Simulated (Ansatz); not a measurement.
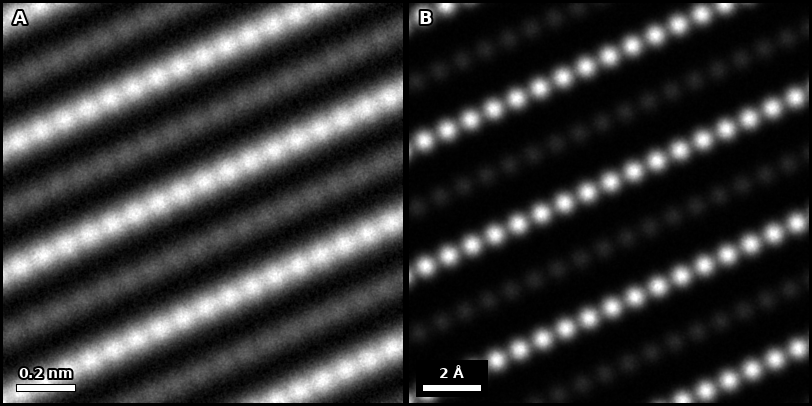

Two simulated images of the same area of BeAl (P-6m2, No. 187) along [310], with a probe of 0.57 Å. One is incoherent Z contrast (Z^1.7 per atom), the other the projected potential of neutral atoms blurred by the probe (iDPC-like, thin sample). Brightness is counted from the darkest point of the image. Shot noise was added. Structure: the input geometry of an electronic-structure calculation (not necessarily at equilibrium); the starting structure was generated, so it need not be a known form of this composition.

Which panel is which, and how can one tell?

Answer. B is the Z-contrast image and A the potential image. The columns of 1 Be per repeat reach about 13 % of the brightest peak (1 Al) in B but about 34 % in A, mainly since the potential grows much more slowly with atomic number.
